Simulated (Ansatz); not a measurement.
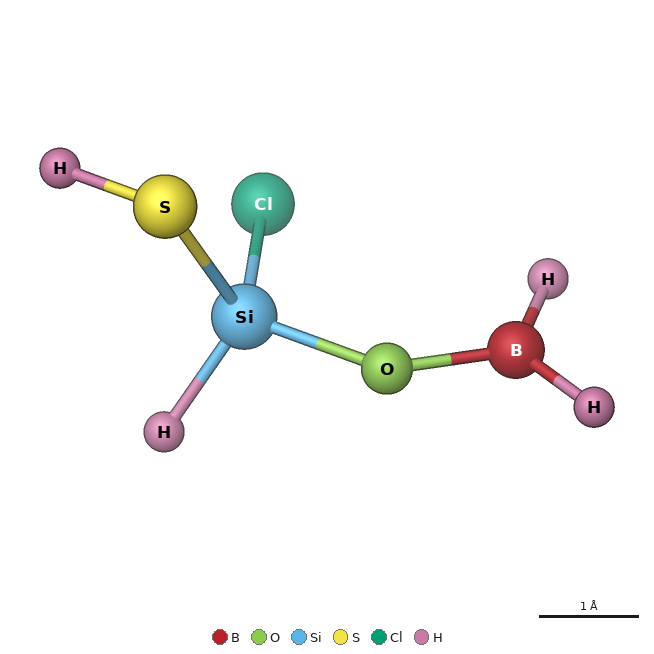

Distant atoms are faded towards the background colour. Computed geometry: PBE0-D4/def2-TZVP optimisation. No frequency run is at hand to confirm it as a minimum. Masses are those of the most abundant isotopes; constants are for the rigid equilibrium geometry.

Question: Classify the rotor and give the rotational constants (MHz).

Answer: An asymmetric top (C1): A = 2605, B = 2140, C = 1313 MHz. Ray's parameter κ is 0.28, nearer the oblate limit.
